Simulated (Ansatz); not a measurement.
# SiH3F (SiFH3): levels of theory compared

Aim: a comparison of 6 runs (BLYP/STO-3G, PBE/STO-3G, SVWN5/STO-3G, UPBE/STO-3G, CCSD/STO-3G, UCCSD(T)/STO-3G) of SiH3F (SiFH3). 

The calculation is run with Ansatz 0.2.0.

48 further runs of the same task are left out: 2 that didn't finish, 46 set aside as unsound or not needed.

## Step 1: The molecule

SiH3F has 5 atoms, charge 0, and is taken as a singlet. SMILES: `[H][Si]([H])([H])F`. The H5–Si1 distance was set to 2.181 Å, away from the relaxed value. At this shape a bond of the SMILES string is far longer than usual.

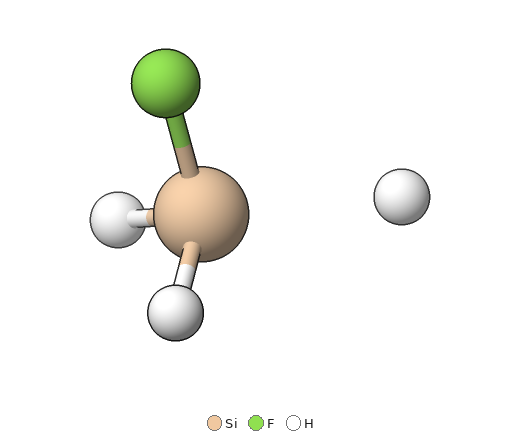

The structure, seen from a chosen angle (silicon light orange, fluorine green, hydrogen white).

## Step 2: A single-point energy at BLYP/STO-3G (run 1)

File input.yaml:

```yaml
crystal:
  periodic: [false, false, false]
  atoms:
    - symbol: Si
      position_ang: [0.349545, 0.607860, 0.101021]
    - symbol: F
      position_ang: [0.361105, 0.587510, 1.706591]
    - symbol: H
      position_ang: [1.750515, 0.617680, -0.287609]
    - symbol: H
      position_ang: [-0.359035, 1.825570, -0.258769]
    - symbol: H
      position_ang: [-0.701150, -1.212020, -0.482790]
basis:
  gaussian: {orbitals: STO-3G}
hamiltonian: {xc: {name: BLYP}}
accuracy: high
```

Launch:

```
ansatz run input.yaml --threads 1 --pin off --max-ram 2610MiB --events-out events.jsonl --progress --plain --runs-dir runs
```

The log of the run:

```text
Warning: RAYON_NUM_THREADS=1 ignored (pool sized by the plan → 1); use --threads N
Functional definition: BLYP
  name "BLYP"
  parameter beta = 0.0042
  parameter a = 0.04918
  parameter b = 0.132
  parameter c = 0.2533
  parameter d = 0.349
  exchange = b88_x(beta = beta)
  correlation = lyp_c(a = a, b = b, c = c, d = d)
290 factors; integrals over basis functions are off by at most 3.7e-8 eV
mean field evaluation 1: about -10504.8504 eV, gradient 2.6e1 eV
mean field evaluation 2: about -10498.8124 eV, gradient 3.6e1 eV
mean field evaluation 4: about -10507.8244 eV, gradient 3.0e0 eV
mean field evaluation 8: about -10507.7990 eV, gradient 7.6e-2 eV
mean field evaluation 16: about -10507.7990 eV, gradient 1.2e-7 eV
mean field -10507.79899875 eV, -386.1544907620 hartree, gradient 6.0e-9 eV, S^2 0.000000; 0 other end points of the search recorded, 0 dependent functions left out
reference -10507.79903168 eV, -386.1544919723 hartree; 13, 13 occupied and 4, 4 virtual orbitals, 290 factors
Total energy: -10507.79903168 eV, -386.1544919723 hartree
```

Run time: 0.85 s. Hardware: 1 thread of Arm Neoverse V1, shared host.

## Step 3: The energy at PBE/STO-3G (run 2)

File job.yaml:

```yaml
crystal:
  periodic: [false, false, false]
  atoms:
    - symbol: Si
      position_ang: [0.349545, 0.607860, 0.101021]
    - symbol: F
      position_ang: [0.361105, 0.587510, 1.706591]
    - symbol: H
      position_ang: [1.750515, 0.617680, -0.287609]
    - symbol: H
      position_ang: [-0.359035, 1.825570, -0.258769]
    - symbol: H
      position_ang: [-0.701150, -1.212020, -0.482790]
basis:
  gaussian:
    orbitals: STO-3G
hamiltonian:
  xc: pbe
accuracy: high
```

Launch:

```
ansatz run job.yaml --threads 1 --pin off --max-ram 2610MiB --events-out events.jsonl --progress --plain --runs-dir runs
```

The log of the run:

```text
Warning: RAYON_NUM_THREADS=1 ignored (pool sized by the plan → 1); use --threads N
Functional definition: PBE
  name "PBE"
  parameter kappa = 0.804
  parameter beta = 0.06672455060314922
  exchange = pbe_x(kappa = kappa, mu = beta*pi^2/3)
  correlation = pbe_c(beta = beta)
290 factors; integrals over basis functions are off by at most 3.7e-8 eV
mean field evaluation 1: about -10499.7692 eV, gradient 2.4e1 eV
mean field evaluation 2: about -10494.2645 eV, gradient 3.5e1 eV
mean field evaluation 4: about -10502.4331 eV, gradient 2.7e0 eV
mean field evaluation 8: about -10502.3990 eV, gradient 6.4e-2 eV
mean field evaluation 16: about -10502.3990 eV, gradient 1.5e-7 eV
mean field -10502.39898683 eV, -385.9560439841 hartree, gradient 7.3e-9 eV, S^2 0.000000; 0 other end points of the search recorded, 0 dependent functions left out
reference -10502.39898843 eV, -385.9560440433 hartree; 13, 13 occupied and 4, 4 virtual orbitals, 290 factors
Total energy: -10502.39898843 eV, -385.9560440433 hartree
```

Run time: 0.93 s. Hardware: 1 thread of Arm Neoverse V1, shared host.

Runs 3 to 5 aren't shown in full; the table further down has their settings and results.

## Step 4: A single-point energy at UCCSD(T)/STO-3G (run 6)

File job.yaml:

```yaml
crystal:
  periodic: [false, false, false]
  atoms:
    - {symbol: Si, position_ang: [0.349545, 0.607860, 0.101021]}
    - {symbol: F, position_ang: [0.361105, 0.587510, 1.706591]}
    - {symbol: H, position_ang: [1.750515, 0.617680, -0.287609]}
    - {symbol: H, position_ang: [-0.359035, 1.825570, -0.258769]}
    - {symbol: H, position_ang: [-0.701150, -1.212020, -0.482790]}
basis:
  gaussian:
    orbitals: STO-3G
magnetization:
  spin_polarized: true
scf:
  omitted_lower_state_checks: [cluster_reference, increment]
correlation:
  method: ccsd_t
  frozen_orbitals: {F: 1, H: 0, Si: 5}
accuracy: high
```

Launch:

```
ansatz run job.yaml --threads 1 --pin off --max-ram 2610MiB --events-out events.jsonl --progress --plain --runs-dir runs
```

The log of the run, shortened:

```text
Warning: RAYON_NUM_THREADS=1 ignored (pool sized by the plan → 1); use --threads N
Functional definition: HF
  name "HF"
[...]
290 factors; integrals over basis functions are off by at most 3.7e-8 eV
[...]
mean field -10483.45897604 eV, -385.2600114257 hartree, gradient 3.0e-8 eV, S^2 0.490838; 2 other end points of the search recorded, 0 dependent functions left out
6 core orbitals not correlated: weight in the atoms' cores, before any rotation towards them, 1.000 or more for the frozen orbitals, at most 0.000 for the correlated occupied ones
reference -10483.45897604 eV, -385.2600114257 hartree; 7, 7 occupied and 4, 4 virtual orbitals, 290 factors
second order -1.43473698 eV of doubles, -0.00000000 eV of singles
cycle   1  -1.81699043 eV  change   -3.8e-1 eV  update   8.1e-2
[...]
cycle  26  -2.72390414 eV  change  -5.7e-10 eV  update  6.5e-10
perturbative correction -0.09499410 eV, -0.0034909689 hartree
Total energy: -10486.27787428 eV, -385.3636040253 hartree
Checks for a lower state left out: cluster_reference, increment
```

Wall time 0.24 s (1 thread of Arm Neoverse V1, shared host).

## Step 5: The series

```csv
run,level,frozen core orbitals,energy (Eh),wall time
1,BLYP/STO-3G,–,-386.154492,0.85 s
2,PBE/STO-3G,–,-385.956044,0.93 s
3,SVWN5/STO-3G,–,-384.339978,0.59 s
4,UPBE/STO-3G,–,-385.956044,1.6 s
5,CCSD/STO-3G,6,-385.360616,0.14 s
6,UCCSD(T)/STO-3G,6,-385.363604,0.24 s
```

## Step 6: Outcome

```
                                          quantity          value
                               run 6: total energy  -385.36360 Eh
run 6: correlation energy (6 core orbitals frozen)     -103.6 mEh
                             run 6: (T) correction      -3.49 mEh
          run 6: ⟨S²⟩ of the reference determinant          0.491
                              run 6: T1 diagnostic          0.069
```

In words: Totals of different functionals can't be ranked against each other. In run 5 the log says that unrestricted orbitals would lower the reference, so the values rest on an unstable closed-shell determinant (other closed-shell runs at this shape may share the fault). In runs 1, 2, 3, 4, 5, 6 the basis is minimal, so the values are rough. Spin contamination of the reference: run 6 ⟨S²⟩ = 0.49. All runs together took 4.3 s, the longest 1.6 s.
